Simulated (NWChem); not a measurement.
**SF4 (sulfur tetrafluoride) at HF/pcseg-2**

What is the vertical ionisation energy of SF4 (sulfur tetrafluoride) at HF/pcseg-2? 

The calculation is run with NWChem 7.3.0.

## 1. The molecule

The species is SF4 (5 atoms), meant as a singlet with charge 0. SMILES: `FS(F)(F)F`. The shape is that of a PBE0-D4/def2-TZVP optimisation.

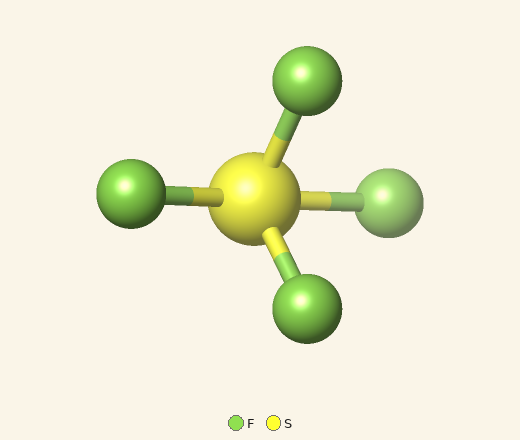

The structure, seen from a chosen angle (fluorine green, sulfur yellow).

## 2. The energy at HF/pcseg-2

The input, f4s.nw:

```
start f4s
memory stack 880 mb heap 220 mb global 1100 mb

geometry units angstroms noautosym nocenter noautoz
  F    -0.561200   -0.228000    1.172800
  S     0.064000   -0.357400   -0.243000
  F     1.536700   -0.462000    0.491400
  F    -1.440100   -0.077300   -0.858200
  F     0.400600    1.124600   -0.563100
end

basis spherical bse
  * library pcseg-2
end

scf
  thresh 1e-08
  maxiter 80
  print low
end

task scf energy
```

Command:

```bash
nwchem f4s.nw > f4s.out
```

What it wrote, cut to the lines that bear on the results:

```text
[...]
  functions       =   154
[...]
  wavefunction    = RHF
[...]
         Total SCF energy =   -795.368560880604
      One-electron energy =  -1699.803667299852
      Two-electron energy =    605.716045841795
 Nuclear repulsion energy =    298.719060577453
        Time for solution =    107.3s
 Task  times  cpu:      108.9s     wall:      108.9s
[...]
```

Run time: 1.8 min. Hardware: 1 thread of Intel Xeon Platinum 8259CL at 2.50GHz (Skylake/Cascade Lake), shared host; peak memory 0.11 GiB.

## 3. The doublet cation

The input, m1.nw:

```
echo
start m1
title "F4S hf"
memory total 2200 mb
charge 1
geometry noautosym nocenter noautoz
F    -0.561200   -0.228000    1.172800
S     0.064000   -0.357400   -0.243000
F     1.536700   -0.462000    0.491400
F    -1.440100   -0.077300   -0.858200
F     0.400600    1.124600   -0.563100
end
basis "ao basis" spherical bse
F library pcseg-2
S library pcseg-2
end
scf
doublet
uhf
thresh 1e-08
maxiter 80
print low
end
task scf energy
```

Command:

```bash
nwchem m1.nw > m1.out
```

What it wrote, cut to the lines that bear on the results:

```text
[...]
  functions       =   154
[...]
  wavefunction    = UHF
[...]
         Total SCF energy =   -794.921273550984
      One electron energy =  -1684.225891302320
      Two electron energy =    590.585557173883
 Nuclear repulsion energy =    298.719060577453
                       Sz =      0.5000
                 Sz(Sz+1) =      0.7500
                      S^2 =      0.8307
[...]
```

Run time: 3.3 min. Hardware: 1 thread of Intel Xeon Platinum 8259CL at 2.50GHz (Skylake/Cascade Lake), shared host; peak memory 0.11 GiB.

## 4. What came out

Level: HF/pcseg-2.

```
                                          quantity          value
                         singlet SF4: total energy  -795.36856 Eh
                      doublet cation: total energy  -794.92127 Eh
                              doublet cation: ⟨S²⟩          0.831
vertical ionisation energy (to the doublet cation)      12.171 eV
```

**Reading.** Removing an electron at fixed nuclei costs 12.17 eV (1174 kJ/mol).
